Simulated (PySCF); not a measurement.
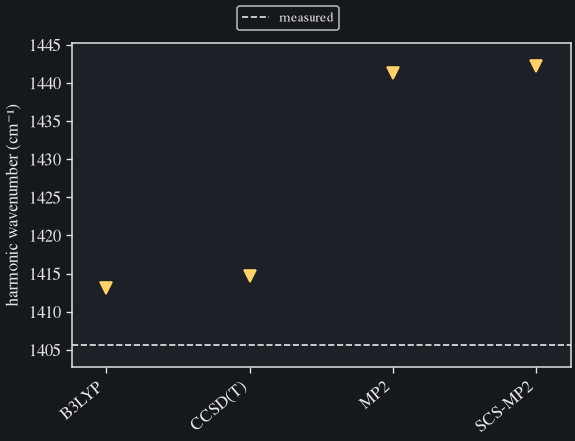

Harmonic wavenumber of LiH, singlet at several levels, 6-311G(d,p) (non-relativistic), PySCF 2.14.0, no spin-orbit coupling, from fits to the bond curves (references: RHF and UKS, as the method has it). The measured value is Huber and Herzberg's. Correlated wave-function values are in the same finite basis, not at its limit.

### Which level comes closest to the line (measured), and which misses most?

Closest B3LYP (1413 cm⁻¹), against 1406 cm⁻¹; farthest SCS-MP2 (1442 cm⁻¹).

### Give the values.

| level | cm⁻¹ | less measured |
| --- | --- | --- |
| B3LYP | 1413 | 7 |
| CCSD(T) | 1415 | 9 |
| MP2 | 1441 | 36 |
| SCS-MP2 | 1442 | 37 |
| measured | 1406 | 0 |
